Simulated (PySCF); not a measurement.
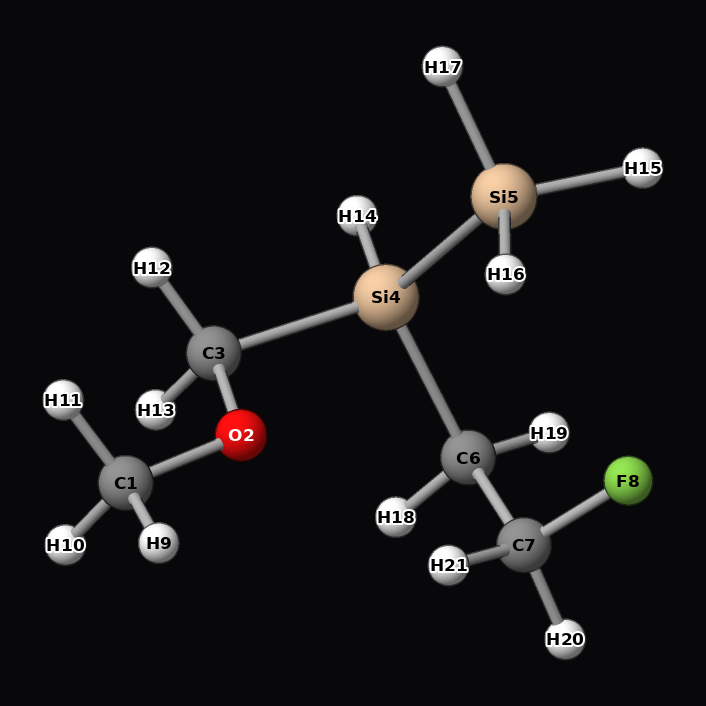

The questions are on isotropic NMR shieldings of the C atoms. The geometry was computed by an optimisation with GFN2-xTB. No frequency run is at hand to confirm it as a minimum. Method: GIAO PBE0/pcSseg-1 NMR shielding, non-relativistic, gas phase (PySCF 2.14.0).

List the isotropic NMR shieldings of the C atoms.

```
atom  σ (ppm)
  C1    121.4
  C3    117.4
  C6    165.9
  C7    102.1
```

The geometry is semi-empirical. Around Si such bond lengths and angles can be off by a tenth of an ångström or more and by several degrees, and values that hang on the shape move with them.
